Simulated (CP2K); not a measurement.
# One shape, several levels: SiH4O4 (orthosilicic acid)

Aim: a comparison of 3 runs (B3LYP/6-31G*, PBE0/TZV2P-MOLOPT-PBE0-GTH, revPBE-D3(BJ)/TZV2P-MOLOPT-PBE-GTH) of SiH4O4 (orthosilicic acid). 

The results are computed with CP2K 2026.2.

4 further runs of the same task are left out: 4 set aside as unsound or not needed.

### 1 The system as given

SiH4O4: 9 atoms, total charge 0, spin state singlet. As SMILES, `O[Si](O)(O)O`. Geometry: relaxed at PBE0-D4/def2-TZVP. This is one conformer, not always the lowest.

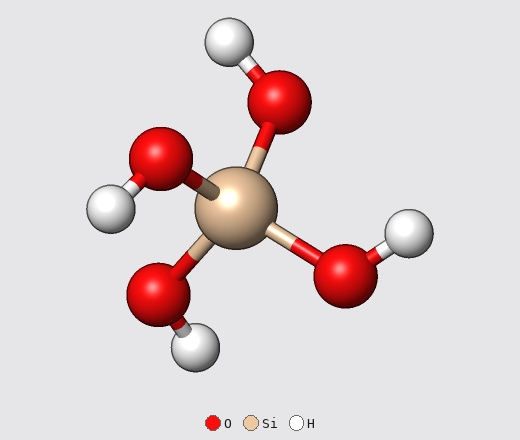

The structure, seen from a chosen angle (oxygen red, silicon light orange, hydrogen white).

### 2 A single-point energy at B3LYP/6-31G(d) (spherical functions) (run 1)

job.inp

```
&GLOBAL
   PROJECT_NAME job
   RUN_TYPE ENERGY
   PRINT_LEVEL MEDIUM
&END
&FORCE_EVAL
   METHOD QUICKSTEP
   &DFT
      BASIS_SET_FILE_NAME ./6_31gs.basis
      POTENTIAL_FILE_NAME POTENTIAL
      CHARGE 0
      MULTIPLICITY 1
      # Quickstep
      &QS
         METHOD GAPW
         EPS_DEFAULT 1.0E-10
      &END
      # real-space grids
      &MGRID
         CUTOFF 280
         REL_CUTOFF 50
         NGRIDS 4
      &END
      &POISSON
         PERIODIC NONE
         POISSON_SOLVER MULTIPOLE
      &END
      &SCF
         SCF_GUESS ATOMIC
         EPS_SCF 1.0E-06
         MAX_SCF 40
         &OT ON
            MINIMIZER CG
            PRECONDITIONER FULL_ALL
         &END
         &OUTER_SCF
            EPS_SCF 1.0E-06
            MAX_SCF 5
         &END
      &END
      # functional
      &XC
         &XC_FUNCTIONAL
            &HYB_GGA_XC_B3LYP
            &END
         &END
         # exact exchange
         &HF
            FRACTION 0.2
            &SCREENING
               EPS_SCHWARZ 1.0E-10
               SCREEN_ON_INITIAL_P F
            &END
            &INTERACTION_POTENTIAL
               POTENTIAL_TYPE COULOMB
            &END
            &MEMORY
               MAX_MEMORY 1050
            &END
         &END
      &END
      &PRINT
         &MOMENTS
            PERIODIC F
            REFERENCE COM
            MAX_MOMENT 1
         &END
         &MO_CUBES
            NLUMO 3
            NHOMO -1
            WRITE_CUBE F
         &END
         &LOWDIN ON
         &END
         &HIRSHFELD OFF
         &END
         &MO_MOLDEN ON
            NDIGITS 8
            NLUMO 3
         &END
      &END
   &END
   &SUBSYS
      # box in angstrom
      &CELL
         ABC [angstrom] 10.2 10.4 10.6
         PERIODIC NONE
      &END
      &COORD
         O     -0.969050     0.776350    -1.057560
         Si     0.000010     0.000030    -0.000040
         O      1.527610     0.433680    -0.372150
         O     -0.043140    -1.629280    -0.059900
         O     -0.515400     0.419370     1.489460
         H     -0.639460     0.869750    -1.952330
         H      2.226280    -0.135170    -0.046190
         H     -0.768040    -2.056130     0.398680
         H     -0.818790     1.321420     1.600040
      &END
      &TOPOLOGY
         &CENTER_COORDINATES
         &END
      &END
      &KIND O
         BASIS_SET 6-31Gs
         POTENTIAL ALL
         LEBEDEV_GRID 194
         RADIAL_GRID 100
      &END
      &KIND Si
         BASIS_SET 6-31Gs
         POTENTIAL ALL
         LEBEDEV_GRID 194
         RADIAL_GRID 100
      &END
      &KIND H
         BASIS_SET 6-31Gs
         POTENTIAL ALL
         LEBEDEV_GRID 194
         RADIAL_GRID 100
      &END
   &END
&END
```

Command:

```sh
OMP_NUM_THREADS=1 cp2k.psmp -i job.inp > job.out 2>&1
```

The program printed:

```text
CP2K| version string:                                       CP2K version 2026.2
[...]
 GLOBAL| Method name                                                        CP2K
[...]
 GLOBAL| Run type                                                         ENERGY
[...]
 DFT| Spin restricted Kohn-Sham (RKS) calculation                            RKS
 DFT| Multiplicity                                                             1
[...]
 DFT| Charge                                                                   0
[...]
 FUNCTIONAL| HYB_GGA_XC_B3LYP:
[...]
 QS| Method:                                                                GAPW
[...]
 QS| Density cutoff [a.u.]:                                                140.0
[...]
 QS| Relative density cutoff [a.u.]:                                        25.0
[...]
                             - Atoms:                                          9
[...]
                             - Spherical basis functions:                     82
[...]
 Number of electrons:                                                         50
[...]
     1 OT CG       0.15E+00    4.8     0.27722153      -576.0813362763 -5.76E+02
[...]
    34 OT CG       0.26E+00    1.6     0.00000076      -592.9589591302 -3.98E-10
  *** SCF run converged in    34 steps ***
[...]
  Overlap energy of the core charge distribution:               0.00000037682669
  Self energy of the core charge distribution:               -422.94278399167922
  Core Hamiltonian energy:                                   -184.78378044397707
  Hartree energy:                                             118.89861051835726
  Exchange-correlation energy:                                -17.63114207815287
  Hartree-Fock Exchange energy:                               -10.99891963699655
[...]
 WARNING : did not converge in ot_eigensolver
 number of iterations          299  exceeded maximum
 current gradient / target gradient   5.4866414425100566E-005  /    1.0000000000000001E-005
[...]
  Dipole moment [Debye]
    X=  0.5290105E-02 Y= -0.2653255E-02 Z= -0.1006413E-02  Total=      0.0060032
[...]
 WARNING : did not converge in ot_eigensolver
 number of iterations          299  exceeded maximum
 current gradient / target gradient   5.4866413320909311E-005  /    1.0000000000000001E-005
[...]
 HOMO - LUMO gap [eV] :    9.333686
 ENERGY| Total FORCE_EVAL ( QS ) energy [hartree]           -592.958959130240146
[...]
```

Run time: 96 s. Hardware: 1 thread of Arm Neoverse V1, shared host; peak memory 0.63 GiB.

### 3 The energy at PBE0/TZV2P-MOLOPT-PBE0-GTH (core potential) (run 2)

molecule.xyz

```xyz
9

O     -0.969050     0.776350    -1.057560
Si     0.000010     0.000030    -0.000040
O      1.527610     0.433680    -0.372150
O     -0.043140    -1.629280    -0.059900
O     -0.515400     0.419370     1.489460
H     -0.639460     0.869750    -1.952330
H      2.226280    -0.135170    -0.046190
H     -0.768040    -2.056130     0.398680
H     -0.818790     1.321420     1.600040
```

mol.inp

```
&GLOBAL
   PROJECT mol
   RUN_TYPE ENERGY
   PRINT_LEVEL MEDIUM
&END GLOBAL

&FORCE_EVAL
   METHOD QUICKSTEP
   &DFT
      BASIS_SET_FILE_NAME BASIS_MOLOPT_UZH
      BASIS_SET_FILE_NAME BASIS_ADMM_UZH
      POTENTIAL_FILE_NAME POTENTIAL_UZH
      &QS
         METHOD GPW
         EPS_DEFAULT 1.0E-10
      &END QS
      &MGRID
         CUTOFF 400
         REL_CUTOFF 50
         NGRIDS 4
      &END MGRID
      &POISSON
         PERIODIC NONE
         POISSON_SOLVER MULTIPOLE
      &END POISSON
      &SCF
         SCF_GUESS ATOMIC
         EPS_SCF 1.0E-06
         MAX_SCF 100
         ADDED_MOS 3
         &DIAGONALIZATION
            ALGORITHM STANDARD
         &END DIAGONALIZATION
         &MIXING
            METHOD DIRECT_P_MIXING
            ALPHA 0.4
         &END MIXING
      &END SCF
      &XC
         &XC_FUNCTIONAL
            &PBE
               SCALE_X 0.75
               SCALE_C 1.0
            &END PBE
         &END XC_FUNCTIONAL
         &HF
            FRACTION 0.25
            &SCREENING
               EPS_SCHWARZ 1.0E-09
            &END SCREENING
            &MEMORY
               MAX_MEMORY 1050
            &END MEMORY
         &END HF
      &END XC
      &AUXILIARY_DENSITY_MATRIX_METHOD
         ADMM_TYPE ADMMS
         EXCH_CORRECTION_FUNC PBEX
      &END AUXILIARY_DENSITY_MATRIX_METHOD
      &PRINT
         &MOMENTS
            PERIODIC F
            REFERENCE COM
            MAX_MOMENT 1
         &END MOMENTS
         &MO ON
            ENERGIES T
            OCCUPATION_NUMBERS T
            NDIGITS 6
            &EACH
               QS_SCF 0
            &END EACH
            ADD_LAST NUMERIC
         &END MO
         &HIRSHFELD OFF
         &END HIRSHFELD
      &END PRINT
   &END DFT
   &SUBSYS
      &CELL
         ABC 10.2 10.4 10.6
         PERIODIC NONE
      &END CELL
      &TOPOLOGY
         COORD_FILE_NAME molecule.xyz
         COORD_FILE_FORMAT XYZ
         &CENTER_COORDINATES
         &END CENTER_COORDINATES
      &END TOPOLOGY
      &KIND O
         BASIS_SET ORB TZV2P-MOLOPT-PBE0-GTH-q6
         BASIS_SET AUX_FIT admm-tzp-q6
         POTENTIAL GTH-PBE0-q6
      &END KIND
      &KIND Si
         BASIS_SET ORB TZV2P-MOLOPT-PBE0-GTH-q4
         BASIS_SET AUX_FIT admm-tzp-q4
         POTENTIAL GTH-PBE0-q4
      &END KIND
      &KIND H
         BASIS_SET ORB TZV2P-MOLOPT-PBE0-GTH-q1
         BASIS_SET AUX_FIT admm-tzp-q1
         POTENTIAL GTH-PBE0-q1
      &END KIND
   &END SUBSYS
&END FORCE_EVAL
```

Command:

```sh
OMP_NUM_THREADS=1 cp2k.psmp -i mol.inp -o mol.out
```

The program printed:

```text
CP2K| version string:                                       CP2K version 2026.2
[...]
 GLOBAL| Method name                                                        CP2K
[...]
 GLOBAL| Run type                                                         ENERGY
[...]
 DFT| Spin restricted Kohn-Sham (RKS) calculation                            RKS
 DFT| Multiplicity                                                             1
[...]
 DFT| Charge                                                                   0
[...]
 FUNCTIONAL| PBE:
 QS| Method:                                                                 GPW
[...]
 QS| Density cutoff [a.u.]:                                                200.0
[...]
 QS| Relative density cutoff [a.u.]:                                        25.0
[...]
                             - Atoms:                                          9
[...]
                             - Spherical basis functions:                    201
[...]
 Number of electrons:                                                         32
[...]
     1 P_Mix/Diag. 0.40E+00    4.5     1.85090953       -67.1128761154 -6.71E+01
[...]
    15 DIIS/Diag.  0.21E-05    2.8     0.00000064       -70.5654814723 -4.19E-12
  *** SCF run converged in    15 steps ***
[...]
  Overlap energy of the core charge distribution:               0.00000020920196
  Self energy of the core charge distribution:               -180.40146326195975
  Core Hamiltonian energy:                                     51.91429197722346
  Hartree energy:                                              74.76305615132314
  Exchange-correlation energy:                                -12.93382042523849
  Hartree-Fock Exchange energy:                                -3.90754612280902
  Total energy:                                               -70.56548147225872
[...]
  Dipole moment [Debye]
    X=  0.7118294E-02 Y= -0.1881602E-02 Z= -0.4024734E-02  Total=      0.0083910
 ENERGY| Total FORCE_EVAL ( QS ) energy [hartree]            -70.565481472258725
[...]
```

It took 45 s on 1 thread of Arm Neoverse V1, shared host; peak memory 1 GiB.

### 4 A single-point energy at revPBE-D3(BJ)/TZV2P-MOLOPT-PBE-GTH (core potential) (run 3)

qs.inp

```
&GLOBAL
  PROJECT_NAME qs
  RUN_TYPE ENERGY
  PRINT_LEVEL MEDIUM
&END
&FORCE_EVAL
  METHOD Quickstep
  &DFT
    BASIS_SET_FILE_NAME BASIS_MOLOPT_UZH
    POTENTIAL_FILE_NAME POTENTIAL_UZH
    ! Quickstep
    &QS
      METHOD GPW
      EPS_DEFAULT 1.0E-10
    &END
    &MGRID
      CUTOFF 400
      REL_CUTOFF 50
      NGRIDS 4
    &END
    &POISSON
      PERIODIC NONE
      POISSON_SOLVER MULTIPOLE
    &END
    &SCF
      SCF_GUESS ATOMIC
      EPS_SCF 1.0E-06
      MAX_SCF 100
      ADDED_MOS 10
      &DIAGONALIZATION
        ALGORITHM STANDARD
      &END
      &MIXING
        METHOD BROYDEN_MIXING
        ALPHA 0.3
        NBUFFER 8
      &END
    &END
    &XC
      &XC_FUNCTIONAL
        &PBE
          PARAMETRIZATION REVPBE
        &END
      &END
      &VDW_POTENTIAL
        POTENTIAL_TYPE PAIR_POTENTIAL
        &PAIR_POTENTIAL
          TYPE DFTD3(BJ)
          PARAMETER_FILE_NAME dftd3.dat
          REFERENCE_FUNCTIONAL revPBE
          R_CUTOFF 15
        &END
      &END
    &END
    ! extra output
    &PRINT
      &MOMENTS
        PERIODIC F
        REFERENCE COM
        MAX_MOMENT 1
      &END
      &MO ON
        ENERGIES T
        OCCUPATION_NUMBERS T
        NDIGITS 6
        &EACH
          QS_SCF 0
        &END
        ADD_LAST NUMERIC
      &END
      &HIRSHFELD OFF
      &END
    &END
  &END
  &SUBSYS
    &CELL
      ABC 10.2 10.4 10.6
      PERIODIC NONE
    &END
    &COORD
      O     -0.969050     0.776350    -1.057560
      Si     0.000010     0.000030    -0.000040
      O      1.527610     0.433680    -0.372150
      O     -0.043140    -1.629280    -0.059900
      O     -0.515400     0.419370     1.489460
      H     -0.639460     0.869750    -1.952330
      H      2.226280    -0.135170    -0.046190
      H     -0.768040    -2.056130     0.398680
      H     -0.818790     1.321420     1.600040
    &END
    &TOPOLOGY
      &CENTER_COORDINATES
      &END
    &END
    &KIND O
      BASIS_SET TZV2P-MOLOPT-PBE-GTH-q6
      POTENTIAL GTH-PBE-q6
    &END
    &KIND Si
      BASIS_SET TZV2P-MOLOPT-PBE-GTH-q4
      POTENTIAL GTH-PBE-q4
    &END
    &KIND H
      BASIS_SET TZV2P-MOLOPT-PBE-GTH-q1
      POTENTIAL GTH-PBE-q1
    &END
  &END
&END
```

Command:

```sh
OMP_NUM_THREADS=1 cp2k.psmp -i qs.inp > qs.out 2>&1
```

The program printed:

```text
CP2K| version string:                                       CP2K version 2026.2
[...]
 GLOBAL| Method name                                                        CP2K
[...]
 GLOBAL| Run type                                                         ENERGY
[...]
 DFT| Spin restricted Kohn-Sham (RKS) calculation                            RKS
 DFT| Multiplicity                                                             1
[...]
 DFT| Charge                                                                   0
[...]
 FUNCTIONAL| PBE:
[...]
 QS| Method:                                                                 GPW
[...]
 QS| Density cutoff [a.u.]:                                                200.0
[...]
 QS| Relative density cutoff [a.u.]:                                        25.0
[...]
                             - Atoms:                                          9
[...]
                             - Spherical basis functions:                    201
[...]
 Number of electrons:                                                         32
[...]
     1 NoMix/Diag. 0.30E+00    1.3     0.89666296       -70.3656912331 -7.04E+01
[...]
    23 Broy./Diag. 0.30E+00    1.6     0.00000027       -70.7043621242  2.75E-07
  *** SCF run converged in    23 steps ***
[...]
  Overlap energy of the core charge distribution:               0.00000016523728
  Self energy of the core charge distribution:               -182.05027995051003
  Core Hamiltonian energy:                                     52.33251301865374
  Hartree energy:                                              76.03100337509984
  Exchange-correlation energy:                                -17.00310779605404
  Dispersion energy:                                           -0.01449093667083
  Total energy:                                               -70.70436212424403
[...]
  Dipole moment [Debye]
    X=  0.7978181E-02 Y= -0.1960576E-02 Z= -0.4840372E-02  Total=      0.0095354
 ENERGY| Total FORCE_EVAL ( QS ) energy [hartree]            -70.704362124244028
[...]
```

Wall time 37 s (1 thread of Arm Neoverse V1, shared host); peak memory 1.5 GiB.

### 5 All runs side by side

| run | level | core potential | scheme | energy (Eh) | dipole moment (D) | HOMO energy (eV) | LUMO energy (eV) | wall time |
| --- | --- | --- | --- | --- | --- | --- | --- | --- |
| 1 | B3LYP/6-31G* (spherical functions) | none | GAPW | -592.958959 | 0.01 | -8.40 | 0.94 | 96 s |
| 2 | PBE0/TZV2P-MOLOPT-PBE0-GTH (core potential) | GTH-PBE0 | GPW | -70.565481 | 0.01 | -9.12 | 0.02 | 45 s |
| 3 | revPBE-D3(BJ)/TZV2P-MOLOPT-PBE-GTH (core potential) | GTH-PBE | GPW | -70.704362 | 0.01 | -7.36 | -0.70 | 37 s |

### 6 Results

```
                quantity          value
     run 3: total energy   -70.70436 Eh
    run 3: dipole moment         0.01 D
      run 3: HOMO energy       -7.36 eV
      run 3: LUMO energy       -0.70 eV
    run 3: HOMO–LUMO gap        6.66 eV
run 3: dispersion energy  -38.05 kJ/mol
```

What this shows: The HOMO–LUMO gap runs from 6.66 eV (revPBE-D3(BJ)/TZV2P-MOLOPT-PBE-GTH) to 9.33 eV (B3LYP/6-31G*). The two ends differ in method and basis and core potential. Totals of different functionals can't be ranked against each other. Some runs of one species differ in core potentials or relativity; totals across that change don't compare. All runs together took 3 min, the longest 96 s.
